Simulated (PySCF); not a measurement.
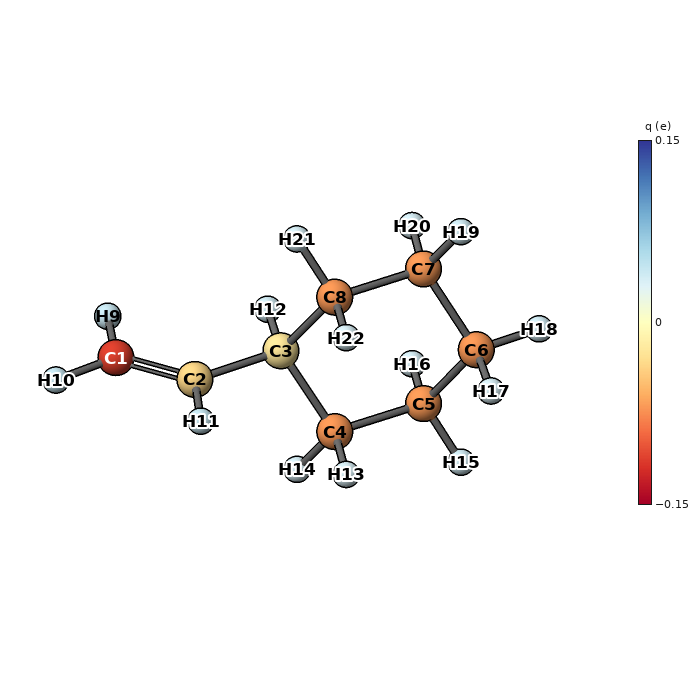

Atoms are coloured by their Hirshfeld charges. Computed geometry: GFN2-xTB optimisation. No frequency run is at hand to confirm it as a minimum. Level of theory: PBE0/pcSseg-1, gas phase (PySCF 2.14.0).

Question: Which atom carries the highest charge (most positive or least negative)?

Answer: H9, H10, H11, H12, H15, H18, H19 (0.04 e).

Question: And the lowest?

Answer: C1 (−0.11 e).

List the Hirshfeld charges.

```json
{"atom": "C1", "value (e)": "−0.11"}
{"atom": "C2", "value (e)": "−0.03"}
{"atom": "C3", "value (e)": "−0.02"}
{"atom": "C4", "value (e)": "−0.07"}
{"atom": "C5", "value (e)": "−0.07"}
{"atom": "C6", "value (e)": "−0.07"}
{"atom": "C7", "value (e)": "−0.07"}
{"atom": "C8", "value (e)": "−0.07"}
{"atom": "H9", "value (e)": "0.04"}
{"atom": "H10", "value (e)": "0.04"}
{"atom": "H11", "value (e)": "0.04"}
{"atom": "H12", "value (e)": "0.04"}
{"atom": "H13", "value (e)": "0.03"}
{"atom": "H14", "value (e)": "0.03"}
{"atom": "H15", "value (e)": "0.04"}
{"atom": "H16", "value (e)": "0.03"}
{"atom": "H17", "value (e)": "0.03"}
{"atom": "H18", "value (e)": "0.04"}
{"atom": "H19", "value (e)": "0.04"}
{"atom": "H20", "value (e)": "0.03"}
{"atom": "H21", "value (e)": "0.03"}
{"atom": "H22", "value (e)": "0.03"}
```
